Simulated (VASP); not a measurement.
Band structure of TaAu (space group P4/mmm). Method: PBEsol GGA with spin-orbit coupling, VASP's PBE PAW potentials (set 64) (plane waves; VASP 6.6.1).

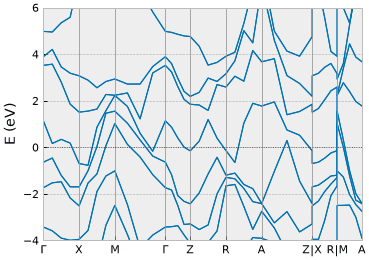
Figure. Bands along high-symmetry lines, zero at the valence-band maximum or, without a gap, the Fermi level

### Question
Read the plot: is there a gap, and where are the band edges?

### Answer
It has no gap at this level: it comes out as a metal or semimetal.

The structure comes from a computed database's TaAu entry (P4/mmm); how it stands against other phases isn't given here. It was relaxed first.
